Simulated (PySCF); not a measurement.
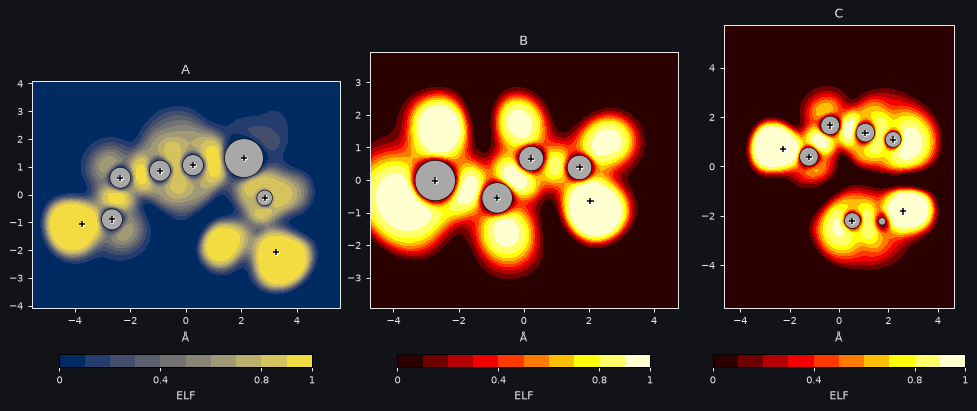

The ELF of 3 systems, each on a plane through atoms (crosses mark nuclei in the plane; grey discs cover the cores).

These are results of PBE0/pcSseg-1, SCF density, gas phase, non-relativistic in PySCF 2.14.0, not measurements.

System 1: C₅H₁₀N₂OSi, the plane of atoms C6, C7 and C8. Geometry: PBE0-D3(BJ)/def2-SVP.

```yaml
atoms:
  - { symbol: C, position_ang: [-0.8933, -1.5825, -1.7379] }
  - { symbol: N, position_ang: [-0.7470, -0.3577, -1.4658] }
  - { symbol: Si, position_ang: [-1.0926, 0.3590, 0.0984] }
  - { symbol: C, position_ang: [-2.3536, 1.7083, -0.0921] }
  - { symbol: O, position_ang: [0.3329, 1.0648, 0.6227] }
  - { symbol: C, position_ang: [1.6344, 0.7613, 0.2371] }
  - { symbol: C, position_ang: [2.2570, -0.3271, 1.1170] }
  - { symbol: C, position_ang: [1.6107, -1.6223, 0.9501] }
  - { symbol: N, position_ang: [1.0720, -2.6328, 0.7814] }
  - { symbol: H, position_ang: [-1.2470, -2.3501, -1.0178] }
  - { symbol: H, position_ang: [-0.6526, -1.9653, -2.7485] }
  - { symbol: H, position_ang: [-1.5419, -0.6628, 1.0959] }
  - { symbol: H, position_ang: [-2.5294, 2.2128, 0.8703] }
  - { symbol: H, position_ang: [-3.3120, 1.2953, -0.4434] }
  - { symbol: H, position_ang: [-2.0065, 2.4551, -0.8217] }
  - { symbol: H, position_ang: [1.6802, 0.4518, -0.8225] }
  - { symbol: H, position_ang: [2.2499, 1.6696, 0.3461] }
  - { symbol: H, position_ang: [2.1827, -0.0303, 2.1752] }
  - { symbol: H, position_ang: [3.3275, -0.4372, 0.8786] }
```

System 2: C₃H₁₁BNP, the plane of atoms C4, C6 and H17. Geometry: GFN2-xTB.

```yaml
atoms:
  - { symbol: N, position_ang: [1.4258, -1.3660, 0.1898] }
  - { symbol: B, position_ang: [0.8022, 0.0436, -0.4134] }
  - { symbol: P, position_ang: [2.1680, 1.4016, 0.0510] }
  - { symbol: C, position_ang: [-0.6051, 0.2282, 0.3261] }
  - { symbol: C, position_ang: [-1.8137, 0.7567, -0.3925] }
  - { symbol: C, position_ang: [-1.7618, -0.6847, -0.0008] }
  - { symbol: H, position_ang: [1.5351, -1.2700, 1.1957] }
  - { symbol: H, position_ang: [0.7802, -2.1242, -0.0120] }
  - { symbol: H, position_ang: [2.3319, -1.5449, -0.2334] }
  - { symbol: H, position_ang: [0.7407, -0.1031, -1.5914] }
  - { symbol: H, position_ang: [1.5127, 2.4711, -0.5225] }
  - { symbol: H, position_ang: [1.6830, 1.7191, 1.3119] }
  - { symbol: H, position_ang: [-0.5621, 0.5140, 1.3764] }
  - { symbol: H, position_ang: [-2.4935, 1.4092, 0.1354] }
  - { symbol: H, position_ang: [-1.7083, 0.9971, -1.4395] }
  - { symbol: H, position_ang: [-2.4066, -1.0218, 0.7988] }
  - { symbol: H, position_ang: [-1.6355, -1.4139, -0.7894] }
```

System 3: C₅H₁₀O₂Si, the plane of atoms C1, C2 and C3. Geometry: GFN2-xTB.

```xyz
18

C     2.9424    0.6929   -0.4162
C     2.5268   -0.6494    0.1881
C     1.0846   -0.8010    0.2017
C    -0.1150   -0.9183    0.2014
Si   -1.9671   -1.0249    0.2277
O    -2.5446   -2.3542   -0.4951
O    -2.5907    0.2180   -0.6284
C    -2.3305    1.5727   -0.4453
H     2.5791    0.7786   -1.4380
H     2.5309    1.5155    0.1647
H     4.0268    0.7816   -0.4231
H     2.8986   -0.7253    1.2146
H     2.9626   -1.4688   -0.3914
H    -2.4571   -1.0837    1.5994
H    -2.7592   -2.3368   -1.4241
H    -2.8461    2.1268   -1.2311
H    -1.2573    1.7723   -0.5046
H    -2.6930    1.9103    0.5292
```

> Which map belongs to which system?

Panel A is system 3, C₅H₁₀O₂Si: the plane holds C, Si, O and H. C–C (1.21 Å): the ELF peaks at about 0.85 between the atoms: a short, multiple covalent bond. Panel B is system 2, C₃H₁₁BNP: the plane holds B, P, C and H. C–C (1.51 Å): the ELF peaks at about 0.85 between the atoms (a shared electron pair). Panel C is system 1, C₅H₁₀N₂OSi: the plane holds N, C and H. C–N (1.16 Å): the ELF peaks at about 0.85 between the atoms: a short, multiple covalent bond.
